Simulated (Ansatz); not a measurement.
# SiHF3 + SiH4: a complex and its separated parts, part 2 of 2

Ansatz 0.2.0, Gaussian basis.

## 13. CAM-B3LYP-D4/def2-TZVPP

The inputs:

parta/in.yaml

```yaml
crystal:
  periodic: [false, false, false]
  atoms:
    - {symbol: Si, position_ang: [-1.335644, 0.300861, -1.495532]}
    - {symbol: H, position_ang: [0.005559, 0.321115, -2.075372]}
    - {symbol: F, position_ang: [-2.411865, -0.018066, -2.597395]}
    - {symbol: F, position_ang: [-1.438808, -0.796830, -0.373698]}
    - {symbol: F, position_ang: [-1.684445, 1.694381, -0.854819]}
basis:
  gaussian: {orbitals: def2-TZVPP}
hamiltonian: {xc: {name: CAM-B3LYP}, dispersion: d4}
```

partb/in.yaml

```yaml
crystal:
  periodic: [false, false, false]
  atoms:
    - {symbol: H, position_ang: [2.634079, 0.042657, 2.184062]}
    - {symbol: Si, position_ang: [1.373042, -0.300272, 1.479364]}
    - {symbol: H, position_ang: [0.832852, 0.911815, 0.813423]}
    - {symbol: H, position_ang: [0.381194, -0.809983, 2.459577]}
    - {symbol: H, position_ang: [1.644035, -1.345577, 0.460388]}
basis:
  gaussian: {orbitals: def2-TZVPP}
hamiltonian: {xc: {name: CAM-B3LYP}, dispersion: d4}
```

One command serves all of them, each in its own folder.

On the command line:

```console
$ ansatz run in.yaml --threads 8 --pin off --events-out ev --progress --plain --max-ram 19148MiB
```

Output in parta (excerpt; [...] marks lines left out):

```text
Functional definition: CAM-B3LYP
  name "CAM-B3LYP"
  cite "Yanai, Tew & Handy, Chem. Phys. Lett. 393, 51 (2004) doi:10.1016/j.cplett.2004.06.011"
  cite "Iikura, Tsuneda, Yanai & Hirao, J. Chem. Phys. 115, 3540 (2001) doi:10.1063/1.1383587"
  cite "Becke, Phys. Rev. A 38, 3098 (1988) doi:10.1103/PhysRevA.38.3098"
  cite "Lee, Yang & Parr, Phys. Rev. B 37, 785 (1988) doi:10.1103/PhysRevB.37.785"
[...]
  # Exact exchange under (alpha + beta erf(omega r))/r, Becke's under what is left of 1/r.
[...]
818 factors; their error is unknown
165 factors; integrals over basis functions are off by at most 8.0e-6 eV
[...]
mean field -16052.69294696 eV, -589.9255848946 hartree, gradient 4.2e-5 eV, S^2 0.000000; 0 other end points of the search recorded, 0 dependent functions left out
reference -16052.69303785 eV, -589.9255882350 hartree; 21, 21 occupied and 128, 128 virtual orbitals, 818 factors
Total energy: -16052.75175606 eV, -589.9277460894 hartree
```

Log of partb (excerpt; [...] marks lines left out):

```text
[... 6 set-up lines as earlier in the session ...]
[...]
  # Exact exchange under (alpha + beta erf(omega r))/r, Becke's under what is left of 1/r.
[...]
527 factors; their error is unknown
147 factors; integrals over basis functions are off by at most 1.1e-5 eV
[...]
mean field -7942.76488392 eV, -291.8912256845 hartree, gradient 9.0e-6 eV, S^2 0.000000; 0 other end points of the search recorded, 0 dependent functions left out
reference -7942.76498638 eV, -291.8912294502 hartree; 9, 9 occupied and 89, 89 virtual orbitals, 527 factors
Total energy: -7942.79915582 eV, -291.8924851539 hartree
```

Times: 0.9 s (parta), 0.4 s (partb) on 8 threads of Arm Neoverse N1, shared host.

## 14. wB97X-V/def2-TZVPP

Each input of step 13 (parta, partb) changes in the same lines:

```diff
-hamiltonian: {xc: {name: CAM-B3LYP}, dispersion: d4}
+hamiltonian: {xc: {name: wB97X-V}}
```

Each run has its own folder and the same command.

On the command line:

```console
$ ansatz run in.yaml --threads 8 --pin off --events-out ev --progress --plain --max-ram 19148MiB
```

Log of parta (excerpt; [...] marks lines left out):

```text
Functional definition: wB97X-V
  name "wB97X-V"
  cite "Mardirossian & Head-Gordon, Phys. Chem. Chem. Phys. 16, 9904 (2014) doi:10.1039/C3CP54374A"
[... 2 set-up lines as earlier in the session ...]
[...]
      + integral(e_c_pw_opposite_spin*poly(b97_u_opposite, cos0, cos1)) + vv10(b, c)
818 factors; their error is unknown
154 factors; integrals over basis functions are off by at most 8.7e-6 eV
[...]
mean field -16050.05479565 eV, -589.8286346223 hartree, gradient 4.1e-5 eV, S^2 0.000000; 0 other end points of the search recorded, 0 dependent functions left out
reference -16050.05479427 eV, -589.8286345717 hartree; 21, 21 occupied and 128, 128 virtual orbitals, 818 factors
Total energy: -16050.05479427 eV, -589.8286345717 hartree
```

Log of partb (excerpt; [...] marks lines left out):

```text
[... 5 set-up lines as earlier in the session ...]
[...]
      + integral(e_c_pw_opposite_spin*poly(b97_u_opposite, cos0, cos1)) + vv10(b, c)
527 factors; their error is unknown
136 factors; integrals over basis functions are off by at most 1.0e-5 eV
[...]
mean field -7941.38119524 eV, -291.8403760634 hartree, gradient 2.9e-5 eV, S^2 0.000000; 0 other end points of the search recorded, 0 dependent functions left out
reference -7941.38119350 eV, -291.8403759995 hartree; 9, 9 occupied and 89, 89 virtual orbitals, 527 factors
Total energy: -7941.38119350 eV, -291.8403759995 hartree
```

They took 1.9 s (parta), 0.95 s (partb) on 8 threads of Arm Neoverse N1, shared host.

## 15. wB97M-V/def2-TZVPP

The same edit goes into each in.yaml of step 14 (parta, partb):

```diff
-hamiltonian: {xc: {name: wB97X-V}}
+hamiltonian: {xc: {name: wB97M-V}}
```

One command serves all of them, each in its own folder.

On the command line:

```console
$ ansatz run in.yaml --threads 8 --pin off --events-out ev --progress --plain --max-ram 19148MiB
```

Log of parta (excerpt; [...] marks lines left out):

```text
Functional definition: wB97M-V
  name "wB97M-V"
  cite "Mardirossian & Head-Gordon, J. Chem. Phys. 144, 214110 (2016) doi:10.1063/1.4952647"
[... 2 set-up lines as earlier in the session ...]
  # Of w^i u^j: cxij and so on, Table III.
[...]
  gx(w, u) = 1 - cx + cx01*u + cx10*w
[...]
      + integral(e_c_pw_mod_opposite_spin*gos(b97_w_opposite, b97_u_opposite)) + vv10(b, c)
818 factors; their error is unknown
154 factors; integrals over basis functions are off by at most 8.7e-6 eV
[...]
mean field -16051.74115018 eV, -589.8906070081 hartree, gradient 7.6e-5 eV, S^2 0.000000; 0 other end points of the search recorded, 0 dependent functions left out
reference -16051.74118421 eV, -589.8906082589 hartree; 21, 21 occupied and 128, 128 virtual orbitals, 818 factors
Total energy: -16051.74118421 eV, -589.8906082589 hartree
```

Output in partb (excerpt; [...] marks lines left out):

```text
[... 5 set-up lines as earlier in the session ...]
  # Of w^i u^j: cxij and so on, Table III.
[...]
  gx(w, u) = 1 - cx + cx01*u + cx10*w
[...]
      + integral(e_c_pw_mod_opposite_spin*gos(b97_w_opposite, b97_u_opposite)) + vv10(b, c)
527 factors; their error is unknown
136 factors; integrals over basis functions are off by at most 1.0e-5 eV
[...]
mean field -7941.54392608 eV, -291.8463563118 hartree, gradient 4.9e-5 eV, S^2 0.000000; 0 other end points of the search recorded, 0 dependent functions left out
reference -7941.54396847 eV, -291.8463578695 hartree; 9, 9 occupied and 89, 89 virtual orbitals, 527 factors
Total energy: -7941.54396847 eV, -291.8463578695 hartree
```

They took 2.4 s (parta), 0.95 s (partb) on 8 threads of Arm Neoverse N1, shared host.

## 16. B2PLYP/def2-TZVPP

The same edit goes into each in.yaml of step 15 (parta, partb):

```diff
-hamiltonian: {xc: {name: wB97M-V}}
+hamiltonian: {xc: {name: B2PLYP}}
```

One command serves all of them, each in its own folder.

On the command line:

```console
$ ansatz run in.yaml --threads 8 --pin off --events-out ev --progress --plain --max-ram 19148MiB
```

parta printed (excerpt; [...] marks lines left out):

```text
Functional definition: B2PLYP
  name "B2PLYP"
  cite "Grimme, J. Chem. Phys. 124, 034108 (2006) doi:10.1063/1.2148954"
[... 2 set-up lines as earlier in the session ...]
[...]
942 factors; integrals over basis functions are off by at most 6.6e-4 eV
[...]
mean field -16039.31974958 eV, -589.4341289557 hartree, gradient 1.2e-6 eV, S^2 0.000000; 0 other end points of the search recorded, 0 dependent functions left out
8 core orbitals not correlated: weight in the atoms' cores, before any rotation towards them, 1.000 or more for the frozen orbitals, at most 0.000 for the correlated occupied ones
reference -16039.31986395 eV, -589.4341331585 hartree; 13, 13 occupied and 128, 128 virtual orbitals, 942 factors
second order -27.74474144 eV of doubles, -0.00000000 eV of singles
Total energy: -16046.81094414 eV, -589.7094252779 hartree
```

partb printed (excerpt; [...] marks lines left out):

```text
[... 5 set-up lines as earlier in the session ...]
[...]
537 factors; integrals over basis functions are off by at most 6.1e-4 eV
[...]
mean field -7937.89718680 eV, -291.7123411148 hartree, gradient 2.5e-6 eV, S^2 0.000000; 0 other end points of the search recorded, 0 dependent functions left out
5 core orbitals not correlated: weight in the atoms' cores, before any rotation towards them, 1.000 or more for the frozen orbitals, at most 0.000 for the correlated occupied ones
reference -7937.89731995 eV, -291.7123460081 hartree; 4, 4 occupied and 89, 89 virtual orbitals, 537 factors
second order -4.78243466 eV of doubles, -0.00000000 eV of singles
Total energy: -7939.18857731 eV, -291.7597988407 hartree
```

Times: 1.4 s (parta), 0.5 s (partb) on 8 threads of Arm Neoverse N1, shared host.

## 17. PBE-QIDH/def2-TZVPP

The same edit goes into each in.yaml of step 16 (parta, partb):

```diff
-hamiltonian: {xc: {name: B2PLYP}}
+hamiltonian: {xc: {name: PBE-QIDH}}
```

One command serves all of them, each in its own folder.

On the command line:

```console
$ ansatz run in.yaml --threads 8 --pin off --events-out ev --progress --plain --max-ram 19148MiB
```

Output in parta (excerpt; [...] marks lines left out):

```text
Functional definition: PBE-QIDH
  name "PBE-QIDH"
  cite "Brémond, Sancho-García, Pérez-Jiménez & Adamo, J. Chem. Phys. 141, 031101 (2014) doi:10.1063/1.4890314"
[... 1 set-up line as earlier in the session ...]
[...]
942 factors; integrals over basis functions are off by at most 6.6e-4 eV
[...]
mean field -16031.28154895 eV, -589.1387305311 hartree, gradient 3.5e-6 eV, S^2 0.000000; 0 other end points of the search recorded, 0 dependent functions left out
8 core orbitals not correlated: weight in the atoms' cores, before any rotation towards them, 1.000 or more for the frozen orbitals, at most 0.000 for the correlated occupied ones
reference -16031.28155669 eV, -589.1387308153 hartree; 13, 13 occupied and 128, 128 virtual orbitals, 942 factors
second order -25.98104205 eV of doubles, -0.00000000 eV of singles
Total energy: -16039.94190403 eV, -589.4569927102 hartree
```

partb printed (excerpt; [...] marks lines left out):

```text
[... 4 set-up lines as earlier in the session ...]
[...]
537 factors; integrals over basis functions are off by at most 6.1e-4 eV
[...]
mean field -7935.34607087 eV, -291.6185893336 hartree, gradient 4.6e-6 eV, S^2 0.000000; 0 other end points of the search recorded, 0 dependent functions left out
5 core orbitals not correlated: weight in the atoms' cores, before any rotation towards them, 1.000 or more for the frozen orbitals, at most 0.000 for the correlated occupied ones
reference -7935.34608144 eV, -291.6185897222 hartree; 4, 4 occupied and 89, 89 virtual orbitals, 537 factors
second order -4.44769014 eV of doubles, -0.00000000 eV of singles
Total energy: -7936.82864482 eV, -291.6730729216 hartree
```

They took 1.4 s (parta), 0.5 s (partb) on 8 threads of Arm Neoverse N1, shared host.

## 18. RPA on PBE/def2-TZVPP

The same edit goes into each in.yaml of step 17 (parta, partb):

```diff
-hamiltonian: {xc: {name: PBE-QIDH}}
+hamiltonian: {xc: pbe}
+correlation: {method: rpa}
```

Each run has its own folder and the same command.

On the command line:

```console
$ ansatz run in.yaml --threads 8 --pin off --events-out ev --progress --plain --max-ram 19148MiB
```

Log of parta (excerpt; [...] marks lines left out):

```text
[... 4 set-up lines as earlier in the session ...]
[...]
942 factors; integrals over basis functions are off by at most 6.6e-4 eV
[...]
mean field -16042.15011598 eV, -589.5381430025 hartree, gradient 4.8e-6 eV, S^2 0.000000; 0 other end points of the search recorded, 0 dependent functions left out
8 core orbitals not correlated: weight in the atoms' cores, before any rotation towards them, 1.000 or more for the frozen orbitals, at most 0.000 for the correlated occupied ones
reference -16004.26592673 eV, -588.1459247263 hartree; 13, 13 occupied and 128, 128 virtual orbitals, 942 factors
Total energy: -16039.68128424 eV, -589.4474151092 hartree
```

partb printed (excerpt; [...] marks lines left out):

```text
[... 4 set-up lines as earlier in the session ...]
[...]
537 factors; integrals over basis functions are off by at most 6.1e-4 eV
[...]
mean field -7938.15288706 eV, -291.7217379263 hartree, gradient 2.4e-6 eV, S^2 0.000000; 0 other end points of the search recorded, 0 dependent functions left out
5 core orbitals not correlated: weight in the atoms' cores, before any rotation towards them, 1.000 or more for the frozen orbitals, at most 0.000 for the correlated occupied ones
reference -7925.04970465 eV, -291.2402048542 hartree; 4, 4 occupied and 89, 89 virtual orbitals, 537 factors
Total energy: -7933.57984387 eV, -291.5536816887 hartree
```

Wall times: 1.3 s (parta), 0.5 s (partb) on 8 threads of Arm Neoverse N1, shared host.

## 19. CCSD(T)/def2-TZVPP

The same edit goes into each in.yaml of step 18 (parta, partb):

```diff
-hamiltonian: {xc: pbe}
-correlation: {method: rpa}
+correlation: {method: ccsd_t}
```

The same command starts each run, in its folder.

On the command line:

```console
$ ansatz run in.yaml --threads 8 --pin off --events-out ev --progress --plain --max-ram 19148MiB
```

parta printed (excerpt; [...] marks lines left out):

```text
Functional definition: HF
  name "HF"
  cite "Fock, Z. Phys. 61, 126 (1930) doi:10.1007/BF01340294"
[... 1 set-up line as earlier in the session ...]
[...]
942 factors; integrals over basis functions are off by at most 6.6e-4 eV
[...]
mean field -16005.73718159 eV, -588.1999923451 hartree, gradient 2.9e-6 eV, S^2 0.000000; 0 other end points of the search recorded, 0 dependent functions left out
8 core orbitals not correlated: weight in the atoms' cores, before any rotation towards them, 1.000 or more for the frozen orbitals, at most 0.000 for the correlated occupied ones
reference -16005.73718159 eV, -588.1999923451 hartree; 13, 13 occupied and 128, 128 virtual orbitals, 942 factors
second order -23.48626866 eV of doubles, -0.00000000 eV of singles
cycle   1  -23.15971110 eV  change    3.3e-1 eV  update   9.3e-2
[...]
cycle   9  -23.68272774 eV  change    1.8e-6 eV  update   6.1e-6
perturbative correction -0.64761685 eV, -0.0237994803 hartree
Total energy: -16030.06752618 eV, -589.0941160170 hartree
```

Output in partb (excerpt; [...] marks lines left out):

```text
[... 4 set-up lines as earlier in the session ...]
[...]
537 factors; integrals over basis functions are off by at most 6.1e-4 eV
[...]
mean field -7925.54413911 eV, -291.2583749854 hartree, gradient 1.8e-6 eV, S^2 0.000000; 0 other end points of the search recorded, 0 dependent functions left out
5 core orbitals not correlated: weight in the atoms' cores, before any rotation towards them, 1.000 or more for the frozen orbitals, at most 0.000 for the correlated occupied ones
reference -7925.54413911 eV, -291.2583749854 hartree; 4, 4 occupied and 89, 89 virtual orbitals, 537 factors
second order -3.90715106 eV of doubles, -0.00000000 eV of singles
cycle   1  -4.49744128 eV  change   -5.9e-1 eV  update   5.5e-2
[...]
cycle   8  -4.71919150 eV  change   -6.4e-7 eV  update   3.7e-6
perturbative correction -0.10445263 eV, -0.0038385635 hartree
Total energy: -7930.36778324 eV, -291.4356406376 hartree
```

They took 11 s (parta), 0.65 s (partb) on 8 threads of Arm Neoverse N1, shared host; peak memory 1.1 GiB.

## 20. Vibrations of SiHF3

vib-parta/in.yaml reads:

```yaml
crystal:
  periodic: [false, false, false]
  atoms:
    - {symbol: Si, position_ang: [-1.335644, 0.300861, -1.495532]}
    - {symbol: H, position_ang: [0.005559, 0.321115, -2.075372]}
    - {symbol: F, position_ang: [-2.411865, -0.018066, -2.597395]}
    - {symbol: F, position_ang: [-1.438808, -0.796830, -0.373698]}
    - {symbol: F, position_ang: [-1.684445, 1.694381, -0.854819]}
basis:
  gaussian: {orbitals: def2-TZVP}
hamiltonian: {xc: pbe0, dispersion: d4}
phonons: {temperatures: {t_min: 298.15, t_max: 900, t_step: 200}}
```

On the command line:

```console
$ ansatz run in.yaml --threads 8 --pin off --events-out ev --progress --plain --max-ram 19148MiB
```

Standard output (excerpt; [...] marks lines left out):

```text
[... 5 set-up lines as earlier in the session ...]
[...]
780 factors; their error is unknown
[...]
mean field -16042.93253508 eV, -589.5668963738 hartree, gradient 5.4e-6 eV, S^2 0.000000; 0 other end points of the search recorded, 0 dependent functions left out
[...]
Atom 2 at    -2.411865    -0.018066    -2.597395 Å, force    -0.000096     0.000032     0.000033 eV/Å
Atom 3 at    -1.438808    -0.796830    -0.373698 Å, force     0.000011    -0.000073    -0.000089 eV/Å
Atom 4 at    -1.684445     1.694381    -0.854819 Å, force    -0.000019     0.000093    -0.000119 eV/Å
Dipole moment:     0.251358     0.003804    -0.108676 e Å
Vibrations: 298.91 298.93 416.42 834.57 834.58 854.93 1001.81 1001.82 2361.72 cm⁻¹, zero-point energy 0.489967 eV
```

It took 19 s on 8 threads of Arm Neoverse N1, shared host.

The modes, with what each moves most:

| mode | wavenumber (cm⁻¹) | character |
| --- | --- | --- |
| 1 | 299 | bend |
| 2 | 299 | bend |
| 3 | 416 | bend |
| 4 | 835 | bend |
| 5 | 835 | bend |
| 6 | 855 | Si–F stretch |
| 7 | 1002 | Si–F stretch |
| 8 | 1002 | Si–F stretch |
| 9 | 2362 | Si–H stretch |

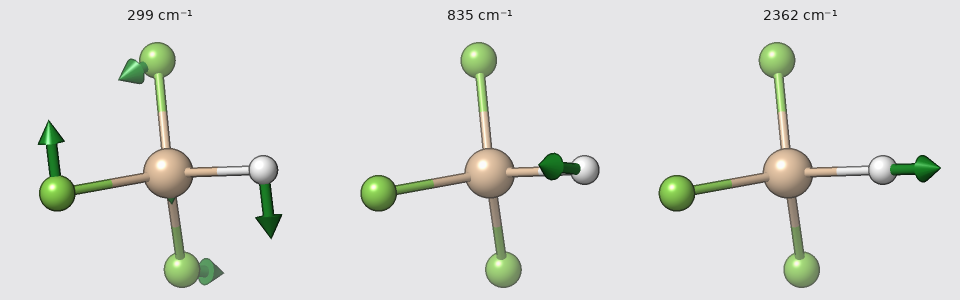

Displacements of 3 modes, as arrows.

Vibrational sums (real modes only):

| T (K) | entropy (J/mol/K) | heat capacity (J/mol/K) |
| --- | --- | --- |
| 298 | 18.7 | 30.5 |
| 498 | 38.8 | 47.7 |
| 698 | 56.5 | 56.8 |
| 898 | 71.5 | 62.1 |

## 21. Vibrations of SiH4

vib-partb/in.yaml reads:

```yaml
crystal:
  periodic: [false, false, false]
  atoms:
    - {symbol: H, position_ang: [2.634079, 0.042657, 2.184062]}
    - {symbol: Si, position_ang: [1.373042, -0.300272, 1.479364]}
    - {symbol: H, position_ang: [0.832852, 0.911815, 0.813423]}
    - {symbol: H, position_ang: [0.381194, -0.809983, 2.459577]}
    - {symbol: H, position_ang: [1.644035, -1.345577, 0.460388]}
basis:
  gaussian: {orbitals: def2-TZVP}
hamiltonian: {xc: pbe0, dispersion: d4}
phonons: {temperatures: {t_min: 298.15, t_max: 900, t_step: 200}}
```

On the command line:

```console
$ ansatz run in.yaml --threads 8 --pin off --events-out ev --progress --plain --max-ram 19148MiB
```

Standard output (excerpt; [...] marks lines left out):

```text
[... 5 set-up lines as earlier in the session ...]
[...]
444 factors; their error is unknown
[...]
mean field -7939.08540061 eV, -291.7560071671 hartree, gradient 2.9e-5 eV, S^2 0.000000; 0 other end points of the search recorded, 0 dependent functions left out
[...]
Atom 2 at     0.832852     0.911815     0.813423 Å, force     0.000010     0.000042    -0.000021 eV/Å
Atom 3 at     0.381194    -0.809983     2.459577 Å, force    -0.000236    -0.000125     0.000242 eV/Å
Atom 4 at     1.644035    -1.345577     0.460388 Å, force     0.000041    -0.000131    -0.000143 eV/Å
Dipole moment:     0.000001    -0.000001     0.000002 e Å
Vibrations: 906.75 906.76 906.76 968.56 968.56 2235.44 2245.06 2245.09 2245.12 cm⁻¹, zero-point energy 0.844835 eV
```

It took 5 s on 8 threads of Arm Neoverse N1, shared host.

Wavenumbers and character of the modes:

| mode | wavenumber (cm⁻¹) | character |
| --- | --- | --- |
| 1 | 907 | bend |
| 2 | 907 | bend |
| 3 | 907 | bend |
| 4 | 969 | bend |
| 5 | 969 | bend |
| 6 | 2235 | Si–H stretch |
| 7 | 2245 | Si–H stretch |
| 8 | 2245 | Si–H stretch |
| 9 | 2245 | Si–H stretch |

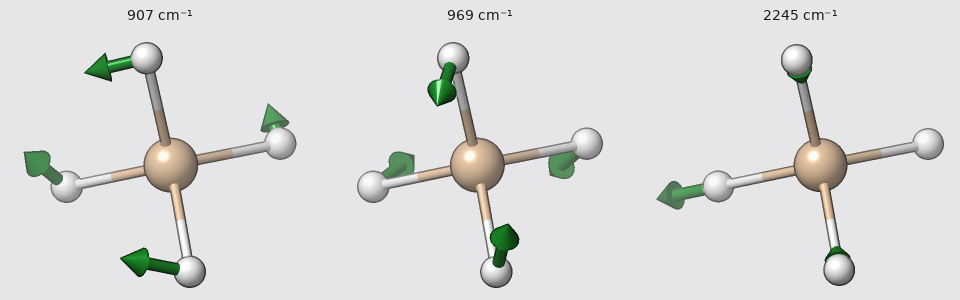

How the atoms move in 3 of the modes.

Vibrational sums (real modes only):

| T (K) | entropy (J/mol/K) | heat capacity (J/mol/K) |
| --- | --- | --- |
| 298 | 2.6 | 9.7 |
| 498 | 11.5 | 25.7 |
| 698 | 22.2 | 38.0 |
| 898 | 32.9 | 47.1 |

## 22. Complex less separated parts

The complex's own energies come from single points at the same levels.

Rows are in def2-TZVPP; times add the 3 runs of a level on a shared host, so small differences are noise.

| method | rung | complex less parts (kJ/mol) | from CCSD(T) (kJ/mol) | time |
| --- | --- | --- | --- | --- |
| SPW92 | LDA | -9.2 | -4.8 | 1.6 s |
| PBE-D4 | GGA | -7.1 | -2.7 | 2.3 s |
| BLYP-D4 | GGA | -6.2 | -1.8 | 2.6 s |
| r2SCAN-D4 | meta-GGA | -6.1 | -1.7 | 5.5 s |
| B97M-V | meta-GGA | -5.7 | -1.3 | 9.8 s |
| PBE0-D4 | hybrid | -6.5 | -2.1 | 3.5 s |
| B3LYP-D4 | hybrid | -6.6 | -2.2 | 3.4 s |
| r2SCAN0-D4 | hybrid | -6.0 | -1.6 | 6.3 s |
| BHLYP-D4 | hybrid | -7.4 | -3.0 | 3.3 s |
| CAM-B3LYP-D4 | range-separated hybrid | -6.6 | -2.2 | 3.6 s |
| wB97X-V | range-separated hybrid | -6.1 | -1.7 | 8.4 s |
| wB97M-V | range-separated hybrid | -6.1 | -1.7 | 9.4 s |
| B2PLYP | double hybrid | -1.0 | +3.4 | 5.7 s |
| PBE-QIDH | double hybrid | -2.7 | +1.7 | 6 s |
| RPA on PBE | RPA | -3.6 | +0.8 | 5.8 s |
| Hartree-Fock | wavefunction | 2.3 | +6.7 |  |
| MP2 | wavefunction | -4.0 | +0.4 |  |
| CCSD | wavefunction | -3.5 | +0.9 |  |
| CCSD(T) | wavefunction | -4.4 | 0 | 2.5 min |

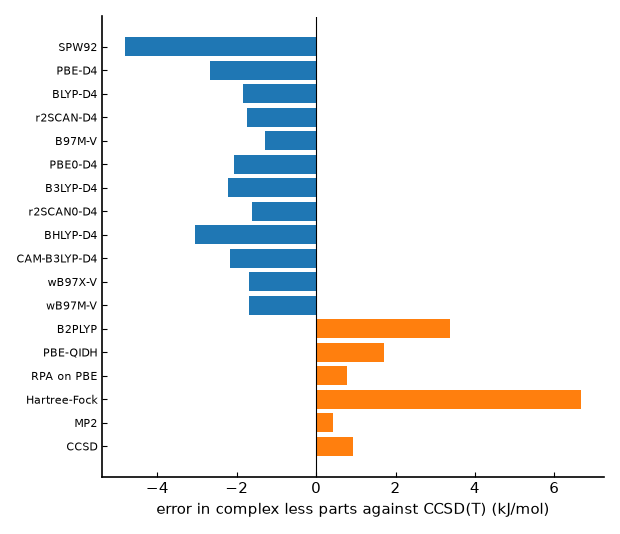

How far each level lands from CCSD(T).

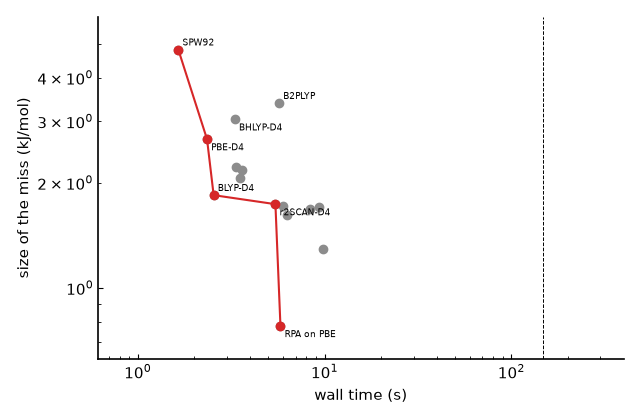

Accuracy for the time spent; red marks the levels that beat every quicker one drawn (of those quicker than the yardstick), and the dashed line is the time of CCSD(T). Only those levels and the largest misses are named. Times are from a shared host.

For cost: RPA on PBE gets within 0.8 kJ/mol in 5.8 s, where CCSD(T) took 2.5 min; the quickest level in the cost chart, SPW92, takes 1.6 s and misses by 4.8 kJ/mol.

The complex's zero-point energy, from a separate PBE0-D4 run, is 1.359 eV.

## 23. Outcome

This closing draws on all 2 parts.

| quantity | value |
| --- | --- |
| complex less parts, CCSD(T)/def2-TZVPP | -4.4 kJ/mol |
| with zero-point energy | -2.1 kJ/mol |
| largest T1 diagnostic | 0.012 |

What this shows: At CCSD(T) the complex lies 4.4 kJ/mol below its parts. Among the functionals B97M-V lands nearest to CCSD(T) (-1.3 kJ/mol) and SPW92 farthest (-4.8 kJ/mol). By rung, the mean size of the error is: LDA 4.8, GGA 2.3, meta-GGA 1.5, hybrid 2.2, range-separated hybrid 1.9, double hybrid 2.5 kJ/mol. The double hybrids carry no dispersion term here, unlike the levels marked D4 or V. PBE-D4 gives a relative energy 2.7 kJ/mol too low, an error of 61 % of the reference. No counterpoise was applied, and triple zeta lacks some correlation, so the CCSD(T) reference has a basis error of its own, and close matches with it are partly luck.
